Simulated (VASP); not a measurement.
Band structure of Gd (hcp). Method: r2SCAN meta-GGA, VASP's PBE PAW potentials (set 64) (plane waves; VASP).

The 4f electrons are frozen in the core of the lanthanide potential, so 4f levels, which can set the real gap, and their magnetism are missing.

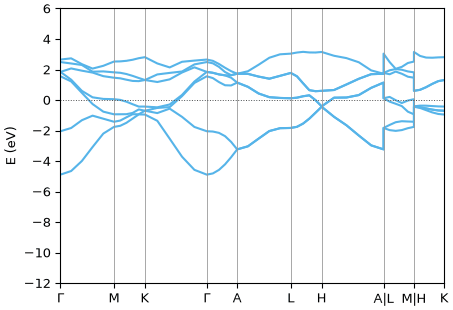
Bands along high-symmetry lines, zero at the valence-band maximum or, without a gap, the Fermi level

### Question
Read the plot: is there a gap, and where are the band edges?

### Answer
It has no gap at this level: it comes out as a metal or semimetal.

The compound is Gd in the hcp structure. It was relaxed first.
